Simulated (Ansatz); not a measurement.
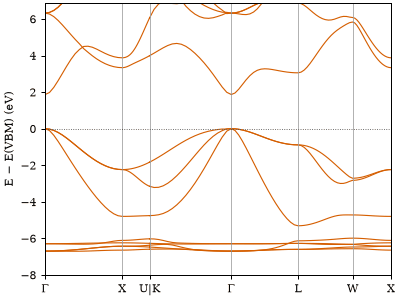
Figure. Band structure from the program Ansatz at the r²SCAN level (PAW)

Read off the gap and where the band edges lie.

About 1.9 eV (1.87 eV by a search for the band edges); maximum at Γ, minimum at Γ.

Pick the material that matches.
(A) GaN, zinc blende
(B) ZnSe, zinc blende
(C) PbSe, zinc blende

B, ZnSe, zinc blende

Space group F-43m (zinc blende). The cell was relaxed with r²SCAN under the symmetry of its start. Spin–orbit coupling is left out wherever it is not named.

Potentials: the later of the program's two PAW sets.
